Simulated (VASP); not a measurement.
Band structure of GaN (zinc blende). Calculation: PBE GGA with spin-orbit coupling, VASP's PBE PAW potentials (set 64) (plane waves; VASP).

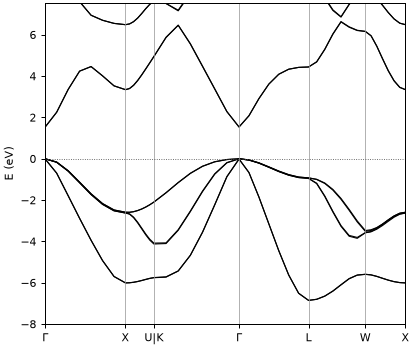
Figure: Bands along high-symmetry lines, zero at the valence-band maximum or, without a gap, the Fermi level

**Question.** Read the plot: is there a gap, and where are the band edges?

**Answer.** The gap is direct, 1.53 eV, from the valence maximum at Γ to the conduction minimum at Γ.

The compound is GaN in the zinc blende structure, a metastable form; wurtzite is the usual one. It was relaxed first.
